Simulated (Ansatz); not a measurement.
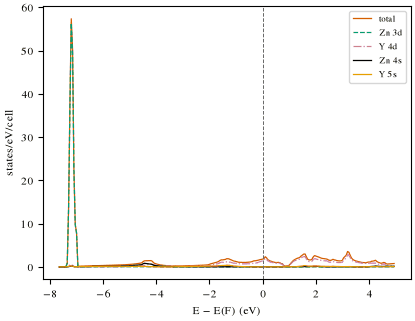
Figure. Total and projected density of states of YZn (CsCl type, Pm-3m), DFT-r²SCAN in the program Ansatz with PAW potentials

Which orbitals carry the states next to the Fermi level?

Within 0.5 eV of the Fermi level: Y 4d 75 %, outside the projected shells 20 %. Projections are on Löwdin-orthogonalised atomic valence shells; empty p or d shells of many metals are not among them.

Where is the tallest occupied peak in this window, and what makes it?

Near -7.2 eV, about 57 states/eV per cell; the largest projected share is Zn 3d.

The workflow started from an entry of the Crystallography Open Database (COD). Its standing as an ambient phase is unchecked. Symmetry was held in the r²SCAN relaxation; its stability against distortions is not shown here. The run is not spin-polarised. Scalar-relativistic: spin–orbit coupling is off unless named, which matters more the heavier the elements.

Potentials: the later of the program's two PAW sets.
